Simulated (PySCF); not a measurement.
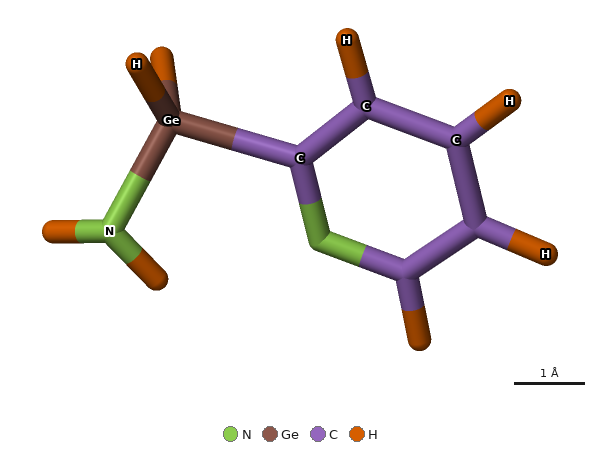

Fig. 1: The structure (stick view, seen at a tilt). Sticks mark near contacts.

**Excited-state calculation, with input and output: C₅H₈GeN₂**

- system: C₅H₈GeN₂, SMILES [NH2][GeH2][c]1ccccn1
- method: TDDFT PBE0/def2-SVPD, vertical, gas phase, core orbitals frozen in the response (PySCF 2.14.0)

The geometry comes from this level: PBE0-D3(BJ)/def2-SVP. It belongs to a series of runs on one base structure; here: H on Ge replaced by 2-pyridyl.

The program's output:
```
coarse grid: 63336 points
cycle   1  E = -2380.7083173751  dE =  4.689e-01  |g| = 5.730e-01  |ddm| = 8.723e+00
cycle   2  E = -2380.6529782509  dE =  5.534e-02  |g| = 7.755e-01  |ddm| = 2.906e+00
cycle   3  E = -2380.7687440761  dE = -1.158e-01  |g| = 9.319e-02  |ddm| = 1.554e+00
cycle   4  E = -2380.7703862501  dE = -1.642e-03  |g| = 3.950e-02  |ddm| = 2.508e-01
cycle   5  E = -2380.7706711191  dE = -2.849e-04  |g| = 1.570e-02  |ddm| = 1.653e-01
cycle   6  E = -2380.7707332781  dE = -6.216e-05  |g| = 4.607e-03  |ddm| = 5.295e-02
cycle   7  E = -2380.7707381213  dE = -4.843e-06  |g| = 5.691e-04  |ddm| = 1.144e-02
final grid: 134040 points
cycle   8  E = -2380.7707539096  dE = -6.632e-09  |g| = 8.829e-04  |ddm| = 2.316e-02
cycle   9  E = -2380.7707535072  dE =  4.023e-07  |g| = 1.520e-03  |ddm| = 4.816e-03
cycle  10  E = -2380.7707541004  dE = -5.932e-07  |g| = 1.494e-04  |ddm| = 3.238e-03
cycle  11  E = -2380.7707541066  dE = -6.164e-09  |g| = 2.228e-05  |ddm| = 3.950e-04
cycle  12  E = -2380.7707541067  dE = -9.913e-11  |g| = 9.168e-06  |ddm| = 6.483e-05
```

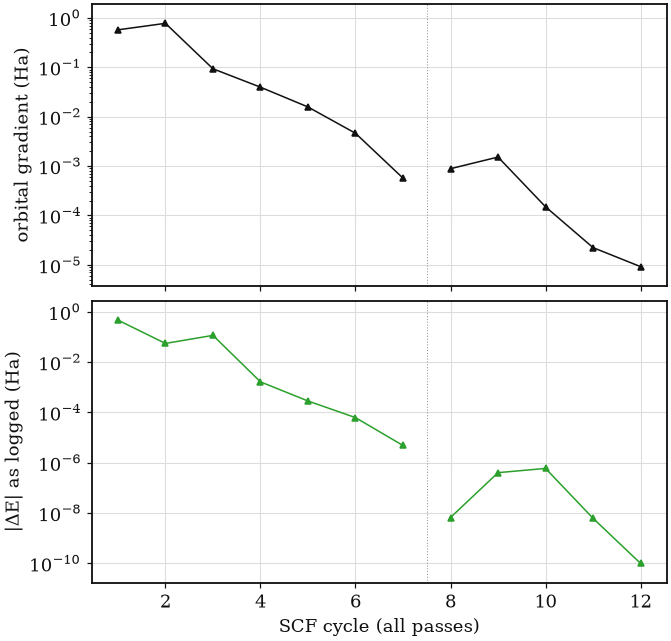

Fig. 2: Convergence of the self-consistent field: orbital gradient and size of the energy change against the SCF cycle. The dotted line marks the change from a coarse to the final integration grid. The first 7 cycles use a coarse grid, the final grid takes over at cycle 8, and the field converges after 12 cycles in all.

```
converged SCF energy = -2380.7707541067

Static polarisability (au): isotropic 102.371, principal 70.693 104.742 131.677

Singlet excitations
state   eV       nm        f      main configurations
  1   4.6085    269.0   0.00414   H-1->L 0.89, H->L 0.10
  2   4.9173    252.1   0.00039   H-1->L+1 0.89, H->L+1 0.09
  3   5.0403    246.0   0.01803   H->L 0.87, H-1->L 0.10
  4   5.4020    229.5   0.00039   H->L+1 0.85, H-1->L+1 0.09
  5   5.5327    224.1   0.05194   H-2->L 0.71, H-3->L+1 0.20
  6   6.2450    198.5   0.07867   H-2->L+1 0.67, H-3->L 0.26
  7   6.2927    197.0   0.02207   H->L+2 0.95
  8   6.6263    187.1   0.00125   H-4->L 0.94
  9   6.7269    184.3   0.00902   H->L+3 0.84
 10   6.9207    179.1   0.11803   H-1->L+2 0.71, H-3->L 0.10

Triplet excitations (Tamm-Dancoff, eV): 3.9501 4.1526 4.5034 4.7166
Vertical ionisation energy (delta-SCF) = 9.5465 eV
```

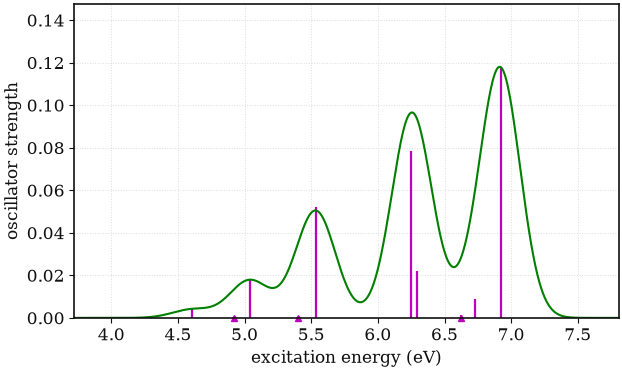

Fig. 3: Computed excitations as sticks (degenerate states added up, dark ones marked on the axis), with a Gaussian envelope of 0.35 eV full width at half maximum, scaled to the tallest. Of the 10 states the lowest lies at 4.61 eV (f = 0.004); the strongest line is at 6.92 eV, or 179 nm (f = 0.118).

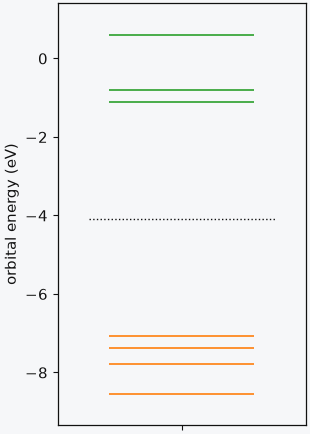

Fig. 4: Orbital energies near the frontier; the dotted line parts filled from empty levels, and levels within 0.02 eV of each other stand side by side. Highest filled −7.07 eV, lowest empty −1.12 eV, 5.95 eV apart.

The run was set up as follows.

The input:
```
{"job": {"kind": "uv", "xc": "PBE0", "basis": "def2-SVPD", "ip": true, "dynamic": true}, "charge": 0, "multiplicity": 1}
N      2.836350     0.889744    -0.306547
Ge     2.037949    -0.750236    -0.146161
C      0.139892    -0.289997     0.036979
C     -0.797986    -1.068726     0.723731
C     -2.122494    -0.641859     0.779052
C     -2.465543     0.551814     0.149722
C     -1.462118     1.265317    -0.505395
N     -0.197212     0.858967    -0.562975
H      2.139195     1.534482    -0.682846
H      3.661964     0.918122    -0.897800
H      2.529694    -1.502051     1.107683
H      2.235419    -1.676863    -1.373388
H     -0.490101    -1.995911     1.213930
H     -2.876221    -1.229897     1.309240
H     -3.490242     0.929144     0.166829
H     -1.694410     2.212055    -1.006691
```

The first line tells a small driver script what to run in PySCF; the rest is the geometry in Å.

Run as:
```bash
OMP_NUM_THREADS=1 python <driver script> task.json out
```

Results in brief:

```json
{"quantity": "outcome", "value": "converged"}
{"quantity": "total energy", "value": "−2380.770754 hartree"}
{"quantity": "HOMO", "value": "−7.07 eV"}
{"quantity": "LUMO", "value": "−1.12 eV"}
{"quantity": "dipole moment", "value": "2.34 D"}
{"quantity": "mean polarisability", "value": "102.37 a.u."}
{"quantity": "vertical ionisation energy", "value": "9.55 eV"}
{"quantity": "lowest singlet excitation", "value": "4.61 eV"}
{"quantity": "hardware", "value": "1 CPU thread, shared host"}
{"quantity": "wall time", "value": "11 min"}
{"quantity": "peak memory", "value": "1.2 GiB"}
```

Notes:

Spin–orbit coupling is left out, which matters for the heavy atoms.
